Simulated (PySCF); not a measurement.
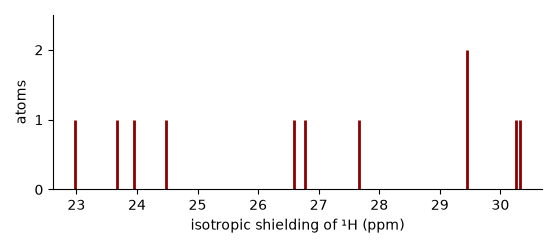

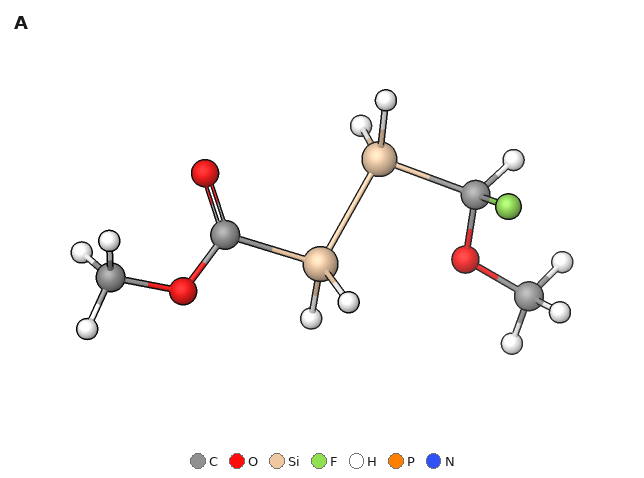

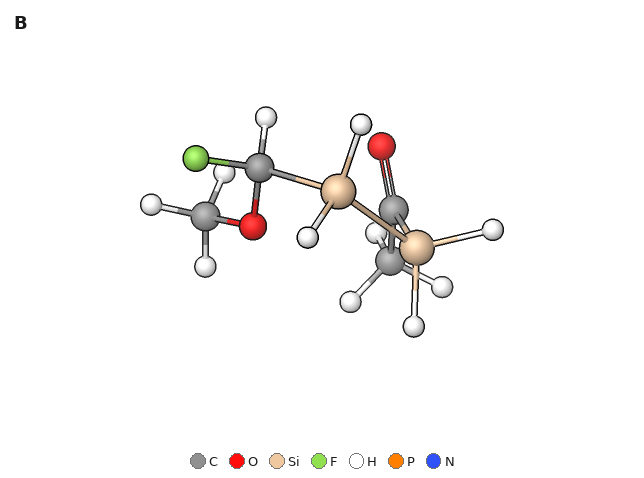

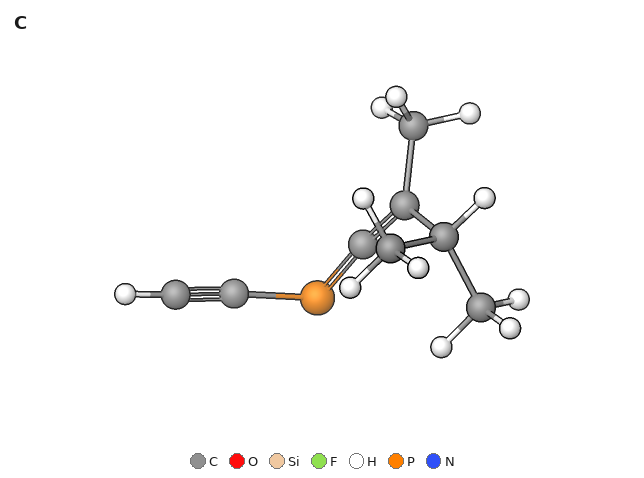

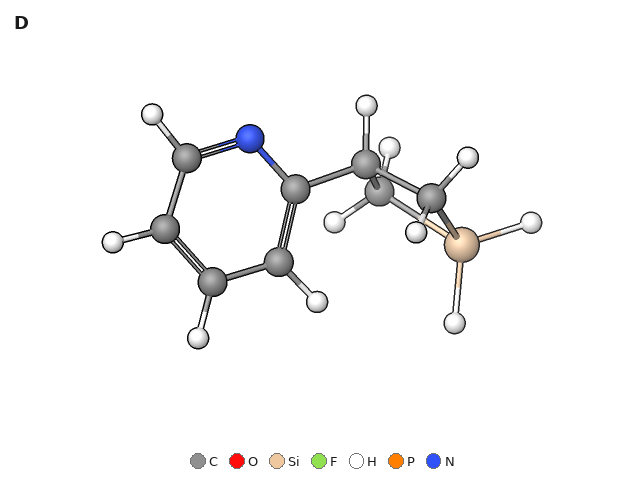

The sticks are computed shieldings of one of the molecules, for one fixed geometry (GFN2-xTB) without averaging over rotations. Low shielding means a high chemical shift. Method: GIAO PBE0/pcSseg-1 NMR shielding, non-relativistic, gas phase (PySCF 2.14.0).

Match the spectrum to a structure.

D, `c1ccc(C2C[SiH2]C2)nc1`. Its 11 H atoms give lines at 22.98, 23.67, 23.96, 24.48, 26.59, 26.77, 27.67, 29.45 (2 atoms), 30.25, 30.32 ppm.

The geometry is semi-empirical. Around P, Si such bond lengths and angles can be off by a tenth of an ångström or more and by several degrees, and values that hang on the shape move with them.
